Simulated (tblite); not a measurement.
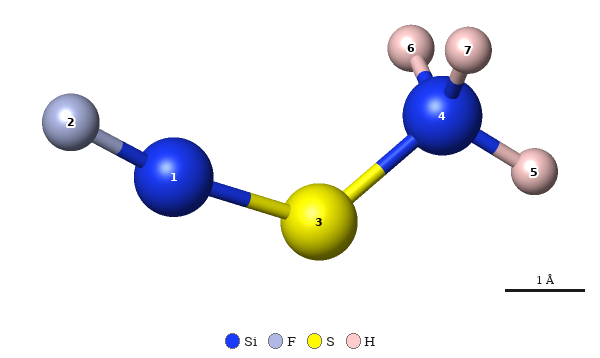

Fig. 1: The structure as given in the input (ball-and-stick view, seen at a tilt; atoms are numbered from 1 in the order of the input).

## Geometry relaxation of Si₂H₃SF

- system: Si₂H₃SF, SMILES F[Si]S[SiH3]
- method: GFN2-xTB geometry optimisation, gas phase (tblite 0.8.0)

What the program printed:
```
step      E/eV     max force
  0    -352.61904    3.356
  1    -352.85787    2.975
  2    -353.38808    1.762
  3    -353.66250    1.604
  4    -353.76158    1.694
  5    -353.85900    1.536
  6    -353.99360    0.912
  7    -354.05513    1.372
  8    -354.16402    1.434
  9    -354.22962    1.111
 10    -354.26669    0.688
 11    -354.29432    0.429
 12    -354.30999    0.390
 13    -354.34720    0.630
 14    -354.37568    0.712
 15    -354.41847    0.593
 16    -354.44979    0.422
 17    -354.47059    0.421
 18    -354.48420    0.312
 19    -354.49373    0.399
 20    -354.50365    0.410
 21    -354.52177    0.447
 22    -354.55106    0.635
 23    -354.57928    0.617
 24    -354.60635    0.437
 25    -354.62602    0.433
 26    -354.64068    0.394
 27    -354.65836    0.503
 28    -354.66791    0.433
 29    -354.68817    0.558
 30    -354.70796    0.620
 31    -354.73704    0.461
 32    -354.74833    0.291
 33    -354.75177    0.133
 34    -354.75253    0.064
 35    -354.75272    0.048
 36    -354.75282    0.025
 37    -354.75287    0.021
 38    -354.75295    0.026
 39    -354.75305    0.031
 40    -354.75312    0.021
 41    -354.75314    0.014
 42    -354.75316    0.015
 43    -354.75319    0.021
 44    -354.75327    0.034
 45    -354.75341    0.051
 46    -354.75363    0.059
 47    -354.75385    0.044
 48    -354.75398    0.030
 49    -354.75402    0.032
 50    -354.75410    0.034
 51    -354.75427    0.042
 52    -354.75457    0.053
 53    -354.75482    0.050
 54    -354.75492    0.026
 55    -354.75496    0.015
 56    -354.75498    0.016
 57    -354.75500    0.015
 58    -354.75504    0.020
 59    -354.75508    0.023
 60    -354.75513    0.019
 61    -354.75516    0.013
 62    -354.75518    0.014
 63    -354.75520    0.014
 64    -354.75523    0.021
 65    -354.75531    0.035
 66    -354.75547    0.049
 67    -354.75571    0.052
 68    -354.75595    0.039
 69    -354.75609    0.011
 70    -354.75611    0.003
```

Trajectory as extended XYZ (Å, eV, eV/Å), 15 of the 36 frames kept, from step=0 to step=70:
```
7
Properties=species:S:1:pos:R:3:forces:R:3 step=0 energy=-352.61904
Si    2.1736   -0.5335   -1.3780    1.4480   2.2750  -1.9970
F     3.0367   -1.7713   -2.1093   -0.5030  -1.5320   0.8340
S     0.9296    0.8028   -0.2075   -0.7430  -0.8410   0.9370
Si   -0.4664    0.1742    1.2922   -0.4710   0.1490   0.1190
H    -0.9392    1.2941    2.0435   -0.0470   0.5770   0.1600
H    -1.5972   -0.4922    0.6940   -0.1900  -0.1660  -0.3690
H     0.1502   -0.7464    2.1942    0.5060  -0.4630   0.3170
7
Properties=species:S:1:pos:R:3:forces:R:3 step=4 energy=-353.76158
Si    2.3794   -0.2648   -1.6500    0.1940  -0.4970  -0.1060
F     2.9194   -1.9064   -1.9561   -0.8870   1.2350   0.7480
S     0.8862    0.6855   -0.1416    0.6730  -0.3170  -0.6850
Si   -0.5338    0.1455    1.3560    0.0940  -0.3920   0.1990
H    -0.9389    1.3662    2.0547    0.1390  -0.1290  -0.2090
H    -1.6234   -0.5121    0.6473   -0.0510   0.0190   0.0470
H     0.1985   -0.7861    2.2188   -0.1620   0.0820   0.0070
7
Properties=species:S:1:pos:R:3:forces:R:3 step=10 energy=-354.26669
Si    2.4482   -0.1232   -1.7436   -0.1020   0.2020   0.0760
F     2.6083   -1.7289   -1.6492   -0.1260  -0.2670   0.1670
S     1.0246    0.5038   -0.2709   -0.4440   0.3280   0.4100
Si   -0.4706    0.0766    1.3069    0.2580  -0.1800  -0.1690
H    -0.8734    1.3270    1.9690    0.2840  -0.1180  -0.3030
H    -1.6368   -0.5141    0.6520    0.1760  -0.0120  -0.0340
H     0.1870   -0.8134    2.2649   -0.0460   0.0470  -0.1470
7
Properties=species:S:1:pos:R:3:forces:R:3 step=16 energy=-354.44979
Si    2.3905   -0.0716   -1.6879   -0.1730   0.1630   0.1470
F     2.3534   -1.6615   -1.3940   -0.0330  -0.3650   0.0850
S     0.9723    0.6726   -0.2446    0.1720   0.2700  -0.2030
Si   -0.3930   -0.0449    1.2426    0.1420   0.2790  -0.1280
H    -0.6685    1.2728    1.7555   -0.1330   0.2840   0.2580
H    -1.5725   -0.5638    0.6031   -0.1740  -0.3190  -0.2140
H     0.2053   -0.8756    2.2545    0.1980  -0.3120   0.0560
7
Properties=species:S:1:pos:R:3:forces:R:3 step=20 energy=-354.50365
Si    2.3526   -0.0832   -1.6478    0.0560  -0.2670  -0.0330
F     2.3249   -1.6989   -1.3608   -0.1500   0.2070   0.1220
S     0.9716    0.7722   -0.2547   -0.0320  -0.0160   0.0470
Si   -0.3805   -0.0277    1.2294   -0.0540   0.0380   0.0320
H    -0.6579    1.3013    1.7652   -0.1180  -0.1550   0.1320
H    -1.5575   -0.6165    0.5684    0.3400   0.0380   0.0780
H     0.2342   -0.9193    2.2294   -0.0430   0.1540  -0.3770
7
Properties=species:S:1:pos:R:3:forces:R:3 step=24 energy=-354.60635
Si    2.2891   -0.1315   -1.5846    0.0350  -0.4030   0.0130
F     2.0788   -1.6972   -1.1078   -0.0850   0.3750   0.0270
S     0.9809    0.9552   -0.2820   -0.0200  -0.0240   0.0360
Si   -0.3170    0.0244    1.1600   -0.0540   0.0690  -0.0240
H    -0.6625    1.2790    1.8183   -0.1150  -0.2060   0.0290
H    -1.3747   -0.7314    0.5105   -0.1650   0.1820  -0.2490
H     0.2927   -0.9705    2.0147    0.4040   0.0080   0.1670
7
Properties=species:S:1:pos:R:3:forces:R:3 step=30 energy=-354.70796
Si    2.2246   -0.2350   -1.5119   -0.0210   0.4560  -0.0410
F     1.7426   -1.5912   -0.7784   -0.0620  -0.6010   0.1400
S     1.0031    1.0917   -0.3175    0.1120   0.0480  -0.1170
Si   -0.2251    0.0026    1.0663   -0.2470  -0.0010   0.2670
H    -0.6869    1.1610    1.8386    0.0070  -0.2670  -0.1040
H    -1.2753   -0.7300    0.3508    0.1110   0.1850  -0.0270
H     0.5043   -0.9712    1.8813    0.1010   0.1800  -0.1180
7
Properties=species:S:1:pos:R:3:forces:R:3 step=36 energy=-354.75282
Si    2.1851   -0.2615   -1.4688   -0.0080   0.0020   0.0190
F     1.7158   -1.6568   -0.7482   -0.0070   0.0080  -0.0140
S     1.0022    1.1226   -0.3150    0.0010  -0.0190   0.0160
Si   -0.2264    0.0173    1.0682    0.0010  -0.0050   0.0030
H    -0.7583    1.0874    1.8928    0.0030   0.0190  -0.0080
H    -1.2443   -0.6716    0.2856   -0.0010  -0.0130  -0.0090
H     0.6133   -0.9096    1.8145    0.0120   0.0100  -0.0080
7
Properties=species:S:1:pos:R:3:forces:R:3 step=40 energy=-354.75312
Si    2.1827   -0.2605   -1.4634    0.0170   0.0070  -0.0100
F     1.7090   -1.6557   -0.7478   -0.0140  -0.0160  -0.0030
S     1.0019    1.1219   -0.3099    0.0030   0.0140   0.0030
Si   -0.2276    0.0150    1.0689   -0.0110   0.0010  -0.0050
H    -0.7556    1.0915    1.8883   -0.0060  -0.0020  -0.0040
H    -1.2420   -0.6764    0.2821    0.0070  -0.0030   0.0110
H     0.6189   -0.9081    1.8109    0.0050  -0.0010   0.0080
7
Properties=species:S:1:pos:R:3:forces:R:3 step=44 energy=-354.75327
Si    2.1865   -0.2593   -1.4630   -0.0120  -0.0180   0.0240
F     1.7052   -1.6575   -0.7535   -0.0010   0.0250  -0.0220
S     1.0039    1.1226   -0.3075    0.0060  -0.0080  -0.0050
Si   -0.2292    0.0157    1.0693    0.0310   0.0010   0.0130
H    -0.7578    1.0941    1.8864   -0.0060  -0.0090  -0.0070
H    -1.2404   -0.6810    0.2853   -0.0100  -0.0070  -0.0060
H     0.6193   -0.9068    1.8122   -0.0080   0.0160   0.0020
7
Properties=species:S:1:pos:R:3:forces:R:3 step=50 energy=-354.75410
Si    2.2026   -0.2599   -1.4436    0.0120   0.0140  -0.0140
F     1.6577   -1.6583   -0.7876   -0.0130  -0.0200   0.0020
S     1.0211    1.1258   -0.2940   -0.0140   0.0050  -0.0080
Si   -0.2232    0.0149    1.0688   -0.0140   0.0020  -0.0010
H    -0.7793    1.0926    1.8671    0.0000   0.0050   0.0090
H    -1.2287   -0.7031    0.2942    0.0320   0.0060  -0.0110
H     0.6371   -0.8841    1.8242   -0.0030  -0.0110   0.0230
7
Properties=species:S:1:pos:R:3:forces:R:3 step=56 energy=-354.75498
Si    2.2185   -0.2609   -1.4246   -0.0100   0.0010  -0.0050
F     1.6065   -1.6595   -0.8281    0.0010   0.0000   0.0020
S     1.0260    1.1284   -0.2893    0.0090  -0.0010   0.0070
Si   -0.2160    0.0161    1.0750    0.0070   0.0000   0.0030
H    -0.7978    1.0951    1.8536    0.0040  -0.0030   0.0040
H    -1.1938   -0.7245    0.2899   -0.0040  -0.0100  -0.0120
H     0.6441   -0.8669    1.8526   -0.0070   0.0140   0.0030
7
Properties=species:S:1:pos:R:3:forces:R:3 step=60 energy=-354.75513
Si    2.2144   -0.2616   -1.4270   -0.0120  -0.0140  -0.0010
F     1.6026   -1.6600   -0.8274    0.0070   0.0150  -0.0040
S     1.0291    1.1296   -0.2868    0.0070   0.0000   0.0070
Si   -0.2159    0.0160    1.0737   -0.0070  -0.0020  -0.0050
H    -0.7971    1.0924    1.8561   -0.0080   0.0020  -0.0070
H    -1.1886   -0.7276    0.2827    0.0100   0.0060   0.0080
H     0.6429   -0.8609    1.8579    0.0040  -0.0070   0.0040
7
Properties=species:S:1:pos:R:3:forces:R:3 step=64 energy=-354.75523
Si    2.2176   -0.2629   -1.4239   -0.0030   0.0150  -0.0120
F     1.5850   -1.6585   -0.8440   -0.0030  -0.0160   0.0080
S     1.0384    1.1296   -0.2788    0.0020   0.0000   0.0040
Si   -0.2147    0.0160    1.0744    0.0160   0.0030   0.0140
H    -0.8061    1.0931    1.8480   -0.0100   0.0030  -0.0080
H    -1.1781   -0.7384    0.2842    0.0000   0.0010  -0.0060
H     0.6454   -0.8511    1.8692   -0.0020  -0.0050  -0.0010
7
Properties=species:S:1:pos:R:3:forces:R:3 step=70 energy=-354.75611
Si    2.1778   -0.2630   -1.4612   -0.0020  -0.0010   0.0020
F     1.5549   -1.6578   -0.8664    0.0010   0.0010  -0.0010
S     1.0873    1.1301   -0.2322    0.0010   0.0020  -0.0020
Si   -0.2017    0.0159    1.0859    0.0000  -0.0020  -0.0010
H    -0.8448    1.0948    1.8142    0.0000   0.0020   0.0010
H    -1.1223   -0.7600    0.2654   -0.0010  -0.0010  -0.0010
H     0.6363   -0.8321    1.9234    0.0010  -0.0010   0.0010
```

This output came from the following input.

Input file:
```
{"job": {"kind": "relax", "xc": "GFN2-xTB", "basis": "xTB"}, "charge": 0, "multiplicity": 1}
Si     2.173600    -0.533480    -1.378014
F      3.036714    -1.771271    -2.109273
S      0.929592     0.802843    -0.207483
Si    -0.466408     0.174234     1.292247
H     -0.939166     1.294092     2.043461
H     -1.597162    -0.492206     0.693976
H      0.150246    -0.746375     2.194225
```

The first line tells a small driver script what to run in tblite; the rest is the geometry in Å.

Launched with:
```bash
OMP_NUM_THREADS=1 python <driver script> task.json out
```

Key numbers:

| quantity | value |
| --- | --- |
| outcome | converged |
| total energy | −354.7561 eV |
| hardware | 1 CPU thread, shared host |
| wall time | 2.4 s |
| peak memory | 0.18 GiB |
